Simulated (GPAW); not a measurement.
Consider SnO2 (Pnnm).

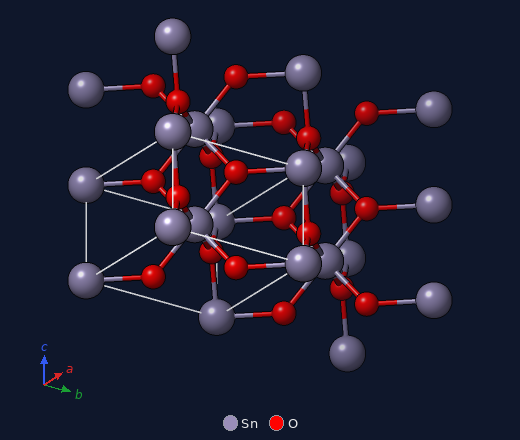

The structure (tin purple, oxygen red). 1×2×2 cells are drawn. Some periodic images of atoms are drawn too.

```
Sn O
1.0
     4.78800    0.00000    0.00000
     0.00000    4.86658    0.00000
     0.00000    0.00000    3.24090
Sn O
2 4
Direct
  0.00000 0.00000 0.00000
  0.50000 0.50000 0.50000
  0.70815 0.67896 0.00000
  0.20814 0.82104 0.50000
  0.79185 0.17896 0.50000
  0.29185 0.32104 0.00000
```

Absorber: atom 1, with 6 O at 2.09 Å (octahedral, site symmetry 2/m). Method: GPAW, LDA, full core hole (charged cell), 12-atom cell with 5.8 Å between holes, 3×3×3 k points, dipole transitions, Gaussian full width 8.49 eV.

Predict the near-edge structure at the Sn K edge.

Main maxima up to 30 eV above the zero (height): 8.2 eV (1.61). A K edge sees empty p states on the absorber. 

The Sn K spectrum (energy from the lowest empty level; intensity scaled to a mean of 1 over the first 20 eV; polarised curves are means over the symmetry-equivalent atoms):

```tsv
E (eV)	isotropic	ε ∥ x	ε ∥ y	ε ∥ z
-2.0	0.08	0.09	0.09	0.05
-0.5	0.18	0.21	0.21	0.13
1.0	0.37	0.41	0.42	0.27
2.5	0.64	0.71	0.71	0.51
4.0	0.98	1.05	1.06	0.83
5.5	1.31	1.37	1.37	1.20
7.0	1.54	1.55	1.55	1.52
8.5	1.60	1.56	1.55	1.70
10.0	1.50	1.43	1.40	1.67
11.5	1.29	1.20	1.17	1.48
13.0	1.05	0.98	0.96	1.21
14.5	0.86	0.80	0.81	0.96
16.0	0.73	0.68	0.73	0.77
17.5	0.65	0.61	0.68	0.67
19.0	0.61	0.57	0.64	0.61
20.5	0.58	0.57	0.60	0.58
22.0	0.57	0.59	0.57	0.56
23.5	0.57	0.61	0.55	0.54
25.0	0.56	0.62	0.54	0.52
26.5	0.54	0.60	0.52	0.49
28.0	0.50	0.55	0.50	0.45
29.5	0.46	0.49	0.48	0.40
31.0	0.42	0.44	0.46	0.36
```

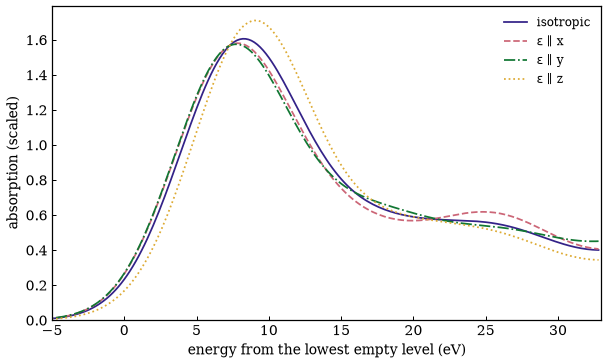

The Sn K edge.

The script folds with a Gaussian, whereas the core hole's own line is a Lorentzian, so the onset is too steep and the first peak too high. The holes are only 5.8 Å apart, so the shape is probably not converged with cell size; no larger cell was run here. The structure is a computed Materials Project entry and may be a hypothetical form.

[Banner, clock and machine lines of the logs are left out without a mark of their own.]

[Logs are printed without paths, hosts, clocks, repeated set-up lines and the standing remarks that a program may print on its own settings, such as how far it seeks lower states.]

[Hosts, paths, dates, database ids (printed as entryN), source tags and the programs' standing remarks are cut or masked in the printed files.]

[Lists of maxima count a maximum above −3 eV only where it reaches 4 % of the highest in the window and stands out from its surroundings by 2 % of it (1.5 % where it reaches 55 %); shoulders and weaker maxima are passed over, and of the rest the first, up to two pre-edge ones and the few strongest are named.]
